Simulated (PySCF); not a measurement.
**CH7BClNSi: electronic excitations at several levels of theory**

Aim: compute the electronic excitations of CH7BClNSi (`NBC[SiH2]Cl`) at several levels, and see how far they spread and what each costs.

Computed with PySCF 2.14.0, with density-fitted response routines of our own, on a single molecule in the gas phase. Atoms are numbered from 0 throughout.

## Step 1: Starting geometry

12 atoms, charge 0, multiplicity 1; geometry from: GFN2-xTB. The atoms were then displaced at random by about 0.01 Å, so the start is not that level's minimum.

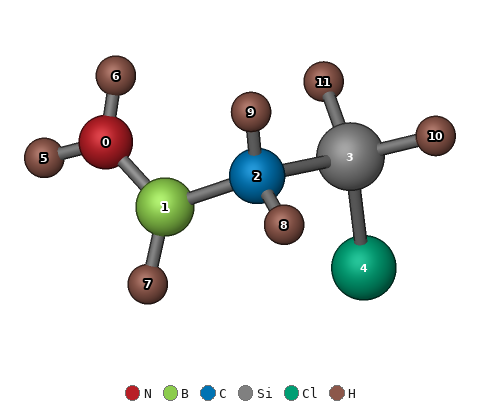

The starting geometry (nitrogen red, boron green, carbon blue, silicon grey, chlorine teal, hydrogen brown), atoms numbered.

## Step 2: Geometry optimisation at PBE0-D3(BJ)/def2-SVP

Job settings and geometry (Å):

```
{"job": {"xc": "PBE0", "basis": "def2-SVP", "d3": "d3bj", "grid": 1, "shake": 0.01, "kind": "geom"}, "charge": 0, "multiplicity": 1}
N     -1.977760     0.093860     0.137280
B     -0.962050    -0.008040    -0.769290
C      0.331060    -0.793420    -0.355300
Si     1.626720     0.319080     0.563440
Cl     2.042980     1.938050    -0.550890
H     -2.850940     0.629420    -0.058020
H     -1.975160    -0.283370     1.056980
H     -1.046130     0.507980    -1.824980
H      0.846790    -1.209590    -1.200510
H      0.112780    -1.628380     0.324700
H      2.839490    -0.399240     0.824750
H      1.051900     0.805390     1.842800
```

On the command line:

```bash
$ OMP_NUM_THREADS=1 python probes_run.py task.json out
```

One launch serves the whole session: the jobs run in the order shown.

Log:

```text
step   0  E = -870.97104312  max force = 0.048100
step   1  E = -870.97713683  max force = 0.006353
step   2  E = -870.97869056  max force = 0.005065
step   3  E = -870.97894252  max force = 0.004275
step   4  E = -870.97907199  max force = 0.001408
step   5  E = -870.97915945  max force = 0.000969
step   6  E = -870.97918089  max force = 0.000430
step   7  E = -870.97918557  max force = 0.000606
step   8  E = -870.97918381  max force = 0.000926
step   9  E = -870.97919003  max force = 0.000725
step  10  E = -870.97920473  max force = 0.000514
step  11  E = -870.97921274  max force = 0.000307
optimisation converged
```

Run time: 93 s. Hardware: 1 thread of Arm Neoverse N1, shared host; peak memory 0.47 GiB.

Along the way:

```tsv
step	energy from step 0 (eV)	largest force component (eV/Å)
0	0.0000	2.4734
1	-0.1658	0.3267
2	-0.2081	0.2605
3	-0.2150	0.2198
4	-0.2185	0.0724
5	-0.2209	0.0498
6	-0.2214	0.0221
7	-0.2216	0.0312
8	-0.2215	0.0476
9	-0.2217	0.0373
10	-0.2221	0.0264
11	-0.2223	0.0158
```

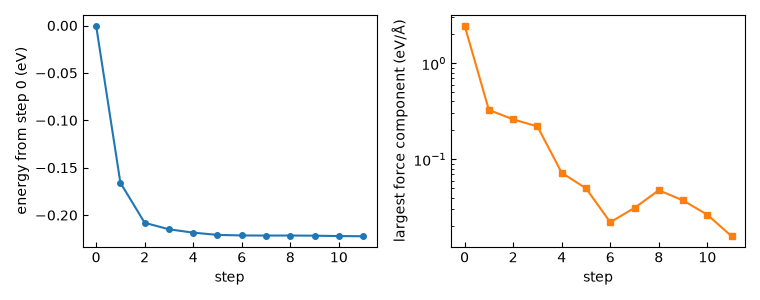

Energy and largest force along the relaxation.

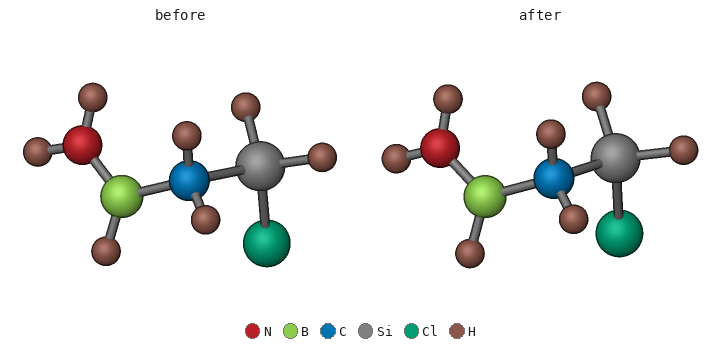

Before and after, at one scale.

Distances of close pairs at the start and the end, largest changes first:

```tsv
bond	before (Å)	after (Å)	change (Å)
C2–Si3	1.939	1.865	-0.075
Si3–Cl4	2.009	2.078	+0.069
Si3–H10	1.434	1.492	+0.059
B1–H7	1.178	1.211	+0.032
N0–H5	1.043	1.011	-0.032
N0–B1	1.365	1.394	+0.028
C2–H8	1.074	1.101	+0.027
N0–H6	0.994	1.012	+0.018
```

The end geometry stands in the next job.

```tsv
at the end point	value
point group (found at 0.08 Å tolerance)	C1
rotational constants (GHz, main isotopes)	4.884, 1.655, 1.421
dipole moment (D)	3.10
```

## Step 3: Ultraviolet spectrum: PBE0/def2-TZVP

Job settings and geometry (Å):

```
{"job": {"kind": "uv", "xc": "PBE0", "basis": "def2-TZVP"}, "charge": 0, "multiplicity": 1}
N     -1.991448     0.066784     0.013348
B     -0.877208    -0.053996    -0.814921
C      0.430496    -0.796057    -0.334890
Si     1.515760     0.340625     0.668567
Cl     1.864016     2.100521    -0.379654
H     -2.826040     0.564711    -0.264665
H     -2.041534    -0.316379     0.949147
H     -0.937509     0.456855    -1.910718
H      1.021166    -1.168268    -1.186720
H      0.204724    -1.651328     0.328740
H      2.847477    -0.260054     0.972454
H      0.846962     0.712020     1.950246
```

With the program's defaults for keys left out, this is: TDDFT PBE0/def2-TZVP, vertical, gas phase, core orbitals frozen in the response.

Log:

```text
coarse grid: 10824 points
cycle   1  E = -871.3109286552  dE =  2.407e-01  |g| = 4.991e-01  |ddm| = 2.447e+00
cycle   2  E = -871.2895957285  dE =  2.133e-02  |g| = 5.867e-01  |ddm| = 8.335e-01
cycle   3  E = -871.3717660578  dE = -8.217e-02  |g| = 4.972e-02  |ddm| = 4.764e-01
cycle   4  E = -871.3721698306  dE = -4.038e-04  |g| = 3.001e-02  |ddm| = 5.095e-02
cycle   5  E = -871.3723594937  dE = -1.897e-04  |g| = 5.626e-03  |ddm| = 1.948e-02
cycle   6  E = -871.3723667788  dE = -7.285e-06  |g| = 1.947e-03  |ddm| = 5.262e-03
final grid: 94688 points
cycle   7  E = -871.3647751572  dE = -3.703e-05  |g| = 7.601e-03  |ddm| = 3.727e-02
cycle   8  E = -871.3647677464  dE =  7.411e-06  |g| = 9.332e-03  |ddm| = 1.130e-02
cycle   9  E = -871.3647884534  dE = -2.071e-05  |g| = 4.759e-04  |ddm| = 6.376e-03
cycle  10  E = -871.3647884840  dE = -3.057e-08  |g| = 2.521e-04  |ddm| = 4.162e-04
cycle  11  E = -871.3647884978  dE = -1.385e-08  |g| = 4.897e-05  |ddm| = 1.662e-04
cycle  12  E = -871.3647884983  dE = -4.825e-10  |g| = 1.627e-05  |ddm| = 4.025e-05
converged SCF energy = -871.3647884983

Static polarisability (au): isotropic 71.062, principal 63.062 71.264 78.861

Singlet excitations
state   eV       nm        f      main configurations
  1   7.0508    175.8   0.04191   H->L 0.74, H-2->L 0.10
  2   7.4559    166.3   0.00781   H-1->L 0.53, H->L+1 0.17
  3   7.4803    165.7   0.02219   H->L+1 0.48, H-1->L+1 0.14, H-1->L 0.11
  4   7.5619    164.0   0.00398   H->L+2 0.76, H->L+1 0.10
  5   7.7011    161.0   0.05913   H-3->L 0.25, H-2->L 0.18, H->L 0.16
  6   7.9123    156.7   0.03009   H-1->L+1 0.37, H-2->L 0.30, H-1->L+2 0.13
  7   7.9818    155.3   0.03382   H-3->L 0.48, H-2->L 0.22, H-2->L+1 0.12
  8   8.0960    153.1   0.02969   H-1->L+2 0.44, H-2->L+2 0.19, H-1->L+1 0.13
  9   8.2031    151.1   0.01983   H-2->L+2 0.53, H-1->L+2 0.22
 10   8.2861    149.6   0.04986   H-2->L+1 0.59, H-1->L+1 0.09

Triplet excitations (Tamm-Dancoff, eV): 6.0682 6.6002 7.0515 7.0878
```

Wall time 48 s (1 thread of Arm Neoverse N1, shared host); peak memory 0.89 GiB.

The orbitals next to the gap, with their largest atomic shares:

```tsv
orbital	eV	atoms
HOMO−3	-9.15	Cl4 39 %, B1 21 %, C2 14 %
HOMO−2	-8.73	N0 30 %, Cl4 29 %, B1 16 %
HOMO−1	-8.60	Cl4 48 %, Si3 16 %, H10 9 %
HOMO	-8.19	N0 30 %, C2 19 %, Cl4 16 %
LUMO	0.14	B1 45 %, Si3 27 %, N0 11 %
LUMO+1	0.61	Si3 53 %, Cl4 14 %, B1 10 %
LUMO+2	0.68	Si3 30 %, B1 18 %, H6 16 %
```

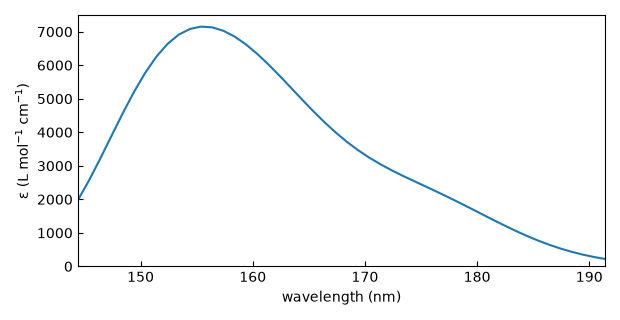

Absorption spectrum: each of the 10 states is a Gaussian band of 0.4 eV half-width at 1/e. Beyond the last state computed it falls off for lack of states.

Further results of this job:

```tsv
property	computed
dipole moment (D)	2.92
polarisability (Å³)	10.53
HOMO–LUMO gap (eV)	8.34
−ε(HOMO) (eV)	8.19
```

## Step 4: Excited states and response: PBE0/aug-cc-pVDZ

Same as in step 3 but for these lines:

```diff
@@ -1,2 +1,2 @@
-{"job": {"kind": "uv", "xc": "PBE0", "basis": "def2-TZVP"}, "charge": 0, "multiplicity": 1}
+{"job": {"kind": "uv", "xc": "PBE0", "basis": "aug-cc-pVDZ"}, "charge": 0, "multiplicity": 1}
 N     -1.991448     0.066784     0.013348
```

Method: TDDFT PBE0/aug-cc-pVDZ, vertical, gas phase, core orbitals frozen in the response.

Log:

```text
coarse grid: 10824 points
cycle   1  E = -871.2346486208  dE =  2.860e-01  |g| = 4.742e-01  |ddm| = 7.391e+00
cycle   2  E = -871.2140018219  dE =  2.065e-02  |g| = 5.550e-01  |ddm| = 2.038e+00
cycle   3  E = -871.2936775289  dE = -7.968e-02  |g| = 4.735e-02  |ddm| = 1.012e+00
cycle   4  E = -871.2941205003  dE = -4.430e-04  |g| = 2.475e-02  |ddm| = 1.122e-01
cycle   5  E = -871.2942642878  dE = -1.438e-04  |g| = 4.946e-03  |ddm| = 4.794e-02
cycle   6  E = -871.2942709649  dE = -6.677e-06  |g| = 1.331e-03  |ddm| = 1.097e-02
final grid: 94688 points
cycle   7  E = -871.3129590270  dE = -1.352e-05  |g| = 7.246e-03  |ddm| = 9.701e-02
cycle   8  E = -871.3129507494  dE =  8.278e-06  |g| = 9.349e-03  |ddm| = 2.859e-02
cycle   9  E = -871.3129724176  dE = -2.167e-05  |g| = 4.097e-04  |ddm| = 1.538e-02
cycle  10  E = -871.3129724546  dE = -3.704e-08  |g| = 1.843e-04  |ddm| = 9.836e-04
cycle  11  E = -871.3129724624  dE = -7.820e-09  |g| = 3.353e-05  |ddm| = 3.109e-04
cycle  12  E = -871.3129724627  dE = -2.972e-10  |g| = 1.108e-05  |ddm| = 9.188e-05
converged SCF energy = -871.3129724627

Static polarisability (au): isotropic 76.644, principal 68.715 76.242 84.973

Singlet excitations
state   eV       nm        f      main configurations
  1   6.8510    181.0   0.01982   H->L 0.85
  2   6.9230    179.1   0.02079   H->L+1 0.78
  3   7.1469    173.5   0.02585   H->L+2 0.75
  4   7.2498    171.0   0.02324   H-1->L+1 0.67, H-1->L+2 0.13, H-2->L+1 0.09
  5   7.3914    167.7   0.02610   H-1->L 0.58, H-2->L 0.15
  6   7.4522    166.4   0.00703   H-2->L 0.28, H-1->L+2 0.26, H-1->L 0.10
  7   7.5595    164.0   0.05009   H-2->L 0.28, H-3->L+1 0.15, H-1->L 0.10
  8   7.6496    162.1   0.04131   H->L+3 0.38, H-2->L+1 0.16, H-2->L+2 0.15
  9   7.6886    161.3   0.01623   H-1->L+2 0.30, H-2->L+1 0.29, H->L+3 0.19
 10   7.7227    160.5   0.00253   H-2->L+2 0.26, H->L+3 0.23, H-1->L+2 0.10

Triplet excitations (Tamm-Dancoff, eV): 6.0292 6.5302 6.6581 6.8175
```

It took 43 s on 1 thread of Arm Neoverse N1, shared host; peak memory 0.81 GiB.

This run: HOMO -8.21 eV, LUMO -0.28 eV; lowest singlet 6.85 eV.

## Step 5: TDDFT and polarisability: PBE0/def2-TZVPD

Same as in step 4 but for these lines:

```diff
@@ -1,2 +1,2 @@
-{"job": {"kind": "uv", "xc": "PBE0", "basis": "aug-cc-pVDZ"}, "charge": 0, "multiplicity": 1}
+{"job": {"kind": "uv", "xc": "PBE0", "basis": "def2-TZVPD"}, "charge": 0, "multiplicity": 1}
 N     -1.991448     0.066784     0.013348
```

Level: TDDFT PBE0/def2-TZVPD, vertical, gas phase, core orbitals frozen in the response.

Log:

```text
coarse grid: 10824 points
cycle   1  E = -871.3126304137  dE =  2.414e-01  |g| = 4.981e-01  |ddm| = 2.658e+00
cycle   2  E = -871.2899763967  dE =  2.265e-02  |g| = 5.897e-01  |ddm| = 8.923e-01
cycle   3  E = -871.3732542314  dE = -8.328e-02  |g| = 5.054e-02  |ddm| = 4.584e-01
cycle   4  E = -871.3736664767  dE = -4.122e-04  |g| = 3.061e-02  |ddm| = 5.680e-02
cycle   5  E = -871.3738637122  dE = -1.972e-04  |g| = 5.589e-03  |ddm| = 2.106e-02
cycle   6  E = -871.3738709012  dE = -7.189e-06  |g| = 1.964e-03  |ddm| = 5.802e-03
final grid: 94688 points
cycle   7  E = -871.3662857657  dE = -3.883e-05  |g| = 7.632e-03  |ddm| = 1.303e-01
cycle   8  E = -871.3662780791  dE =  7.687e-06  |g| = 9.419e-03  |ddm| = 1.250e-02
cycle   9  E = -871.3662992026  dE = -2.112e-05  |g| = 4.856e-04  |ddm| = 6.374e-03
cycle  10  E = -871.3662992342  dE = -3.155e-08  |g| = 2.615e-04  |ddm| = 5.120e-04
cycle  11  E = -871.3662992491  dE = -1.494e-08  |g| = 4.894e-05  |ddm| = 1.859e-04
cycle  12  E = -871.3662992496  dE = -4.839e-10  |g| = 1.663e-05  |ddm| = 5.029e-05
converged SCF energy = -871.3662992496

Static polarisability (au): isotropic 76.704, principal 68.825 76.295 84.992

Singlet excitations
state   eV       nm        f      main configurations
  1   6.9357    178.8   0.03689   H->L 0.58, H->L+1 0.21
  2   7.0477    175.9   0.00615   H->L+1 0.59, H->L 0.27
  3   7.2290    171.5   0.02441   H->L+2 0.81
  4   7.3047    169.7   0.02170   H-1->L 0.36, H-1->L+1 0.23, H-1->L+2 0.20
  5   7.5256    164.7   0.03391   H-1->L 0.28, H-1->L+2 0.20, H-3->L 0.11
  6   7.5755    163.7   0.02417   H-1->L+1 0.25, H-2->L+1 0.18, H-2->L 0.14
  7   7.6657    161.7   0.05063   H-2->L 0.41, H-1->L+2 0.18, H-1->L 0.13
  8   7.7927    159.1   0.01041   H-2->L+1 0.51, H-1->L+2 0.17, H-1->L+1 0.13
  9   7.8000    159.0   0.02749   H-2->L+2 0.34, H-1->L+1 0.20, H-3->L 0.16
 10   7.9234    156.5   0.03125   H->L+3 0.49, H-3->L+1 0.12, H-2->L+2 0.09

Triplet excitations (Tamm-Dancoff, eV): 6.0432 6.5321 6.8104 6.8670
```

Run time: 70 s. Hardware: 1 thread of Arm Neoverse N1, shared host; peak memory 1 GiB.

In short: HOMO -8.22 eV, LUMO -0.07 eV; lowest singlet 6.94 eV.

## Step 6: Excited states and response: PBE0/6-31+G*

Same as in step 5 but for these lines:

```diff
@@ -1,2 +1,2 @@
-{"job": {"kind": "uv", "xc": "PBE0", "basis": "def2-TZVPD"}, "charge": 0, "multiplicity": 1}
+{"job": {"kind": "uv", "xc": "PBE0", "basis": "6-31+G*"}, "charge": 0, "multiplicity": 1}
 N     -1.991448     0.066784     0.013348
```

Level: TDDFT PBE0/6-31+G*, vertical, gas phase, core orbitals frozen in the response.

Log:

```text
coarse grid: 10824 points
cycle   1  E = -871.2420695398  dE =  2.753e-01  |g| = 4.769e-01  |ddm| = 3.024e+00
cycle   2  E = -871.2246916274  dE =  1.738e-02  |g| = 5.462e-01  |ddm| = 1.385e+00
cycle   3  E = -871.3032535140  dE = -7.856e-02  |g| = 4.825e-02  |ddm| = 7.775e-01
cycle   4  E = -871.3036904392  dE = -4.369e-04  |g| = 2.540e-02  |ddm| = 6.758e-02
cycle   5  E = -871.3038463663  dE = -1.559e-04  |g| = 4.365e-03  |ddm| = 2.921e-02
cycle   6  E = -871.3038511314  dE = -4.765e-06  |g| = 1.444e-03  |ddm| = 7.230e-03
final grid: 94688 points
cycle   7  E = -871.2529876605  dE = -1.265e-05  |g| = 7.402e-03  |ddm| = 2.349e-02
cycle   8  E = -871.2529795194  dE =  8.141e-06  |g| = 9.483e-03  |ddm| = 1.781e-02
cycle   9  E = -871.2530018168  dE = -2.230e-05  |g| = 4.539e-04  |ddm| = 9.792e-03
cycle  10  E = -871.2530018644  dE = -4.768e-08  |g| = 1.741e-04  |ddm| = 6.124e-04
cycle  11  E = -871.2530018712  dE = -6.750e-09  |g| = 3.286e-05  |ddm| = 1.774e-04
cycle  12  E = -871.2530018715  dE = -2.858e-10  |g| = 1.029e-05  |ddm| = 5.847e-05
converged SCF energy = -871.2530018715

Static polarisability (au): isotropic 67.509, principal 59.856 67.990 74.681

Singlet excitations
state   eV       nm        f      main configurations
  1   6.9516    178.4   0.02778   H->L 0.78
  2   6.9737    177.8   0.01404   H->L+1 0.75
  3   7.2188    171.8   0.02897   H->L+2 0.68
  4   7.2902    170.1   0.02399   H-1->L+1 0.63, H-2->L+1 0.18, H-1->L+2 0.08
  5   7.5139    165.0   0.04580   H-1->L 0.61, H->L+3 0.08
  6   7.5609    164.0   0.00774   H-2->L 0.29, H-1->L+2 0.25, H-1->L 0.08
  7   7.6654    161.7   0.07025   H-2->L+1 0.29, H-2->L 0.18, H-1->L 0.13
  8   7.6987    161.0   0.01020   H-2->L+1 0.21, H-2->L 0.18, H-2->L+2 0.12
  9   7.7913    159.1   0.02064   H->L+3 0.56, H-1->L+2 0.14, H-2->L+1 0.11
 10   7.8445    158.1   0.00465   H-2->L+2 0.27, H-1->L+2 0.27, H-3->L+1 0.09

Triplet excitations (Tamm-Dancoff, eV): 6.0639 6.6357 6.7308 6.8583
```

Run time: 20 s. Hardware: 1 thread of Arm Neoverse N1, shared host; peak memory 0.6 GiB.

Key values: HOMO -8.21 eV, LUMO -0.12 eV; lowest singlet 6.95 eV.

## Step 7: Run by run: electronic excitations

Excitations and ground-state properties, with basis size and wall time:

```tsv
run	lowest singlet (eV)	brightest (eV)	f	gap (eV)	α (Å³)	μ (D)	functions	time
PBE0/def2-TZVP	7.05	7.70	0.059	8.34	10.53	2.92	209	48 s
PBE0/aug-cc-pVDZ	6.85	7.56	0.050	7.93	11.36	2.98	186	43 s
PBE0/def2-TZVPD	6.94	7.67	0.051	8.15	11.37	2.90	263	70 s
PBE0/6-31+G*	6.95	7.67	0.070	8.09	10.00	3.27	112	20 s
```

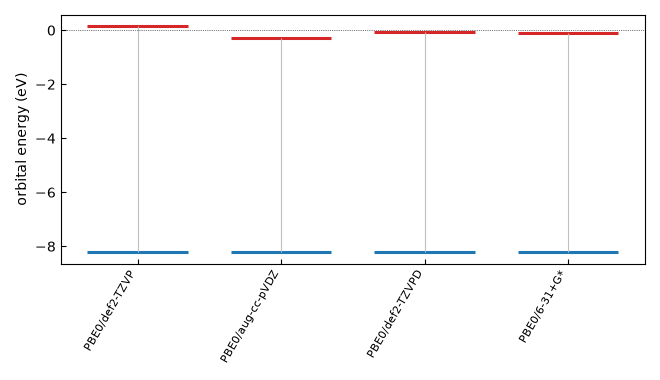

HOMO (blue) and LUMO (red) run by run.

## Step 8: What came out

| quantity | value |
| --- | --- |
| point group | C1 |
| rotational constants (main isotopes) | 4.88, 1.66, 1.42 GHz |
| lowest singlet (PBE0/def2-TZVP) | 7.05 eV (176 nm), f = 0.042 |
| brightest single state of those computed | state 5, 7.70 eV, f = 0.059 |
| lowest triplet | 6.07 eV |
| range of the lowest singlet | 6.85 to 7.05 eV |

In words: Single values in the summary come from the first run of each kind that ended normally (PBE0/def2-TZVP), which need not be the best level. Over 11 steps the energy fell by 0.222 eV; of the close pairs, C2–Si3 changed most, 1.939 to 1.865 Å. No frequency check was run at this level, so the end point may be a saddle. The lowest singlet, at 7.05 eV, is HOMO→LUMO 0.74, HOMO−2→LUMO 0.10 and is weak; of the 10 states computed, the strongest absorption comes from state 5 at 7.70 eV (the last state computed is bright too, and its partners may lie past the list). The lowest triplet lies 0.98 eV below the lowest singlet (triplets in Tamm-Dancoff, singlets in full TDDFT). The basis of PBE0/def2-TZVP has no diffuse functions, so Rydberg states are missing and the high states are unreliable. The lowest singlet runs from 6.85 eV (PBE0/aug-cc-pVDZ) to 7.05 eV (PBE0/def2-TZVP), while the orbital gap spans 7.93 to 8.34 eV. The lowest state need not be the same one in every run.
